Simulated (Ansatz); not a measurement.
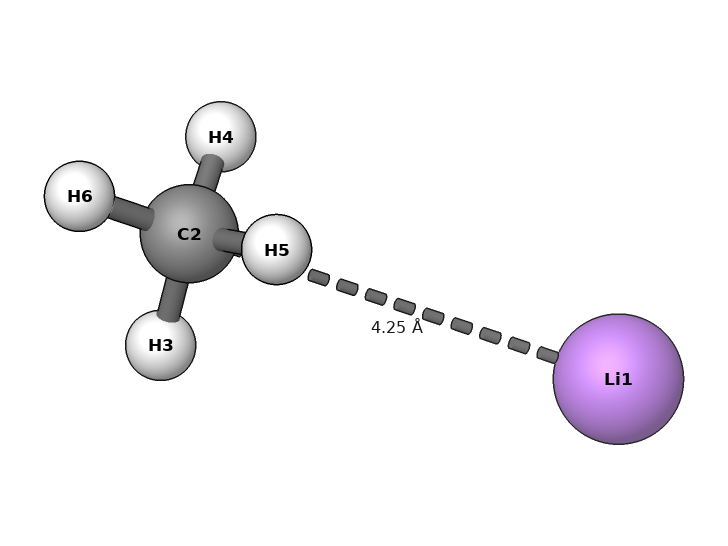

Two molecules or ions; the broken line marks their closest contact (measured against van der Waals radii). Charge +1, singlet. Geometry: a pair of rigid molecules at a changed separation. Program: Ansatz 0.2.0.

Q: Which two species are they?

A: Li and CH4 (`C.[Li+]`).

Give the counterpoise-corrected interaction energy (kJ/mol, monomers kept as in the pair) with RHF-CCSD(T) (frozen core)/def2-TZVPPD; ωB97M-V/def2-TZVPPD.

| level | interaction energy (kJ/mol) |
| --- | --- |
| RHF-CCSD(T) (frozen core)/def2-TZVPPD | −8.6 |
| ωB97M-V/def2-TZVPPD | −9.1 |
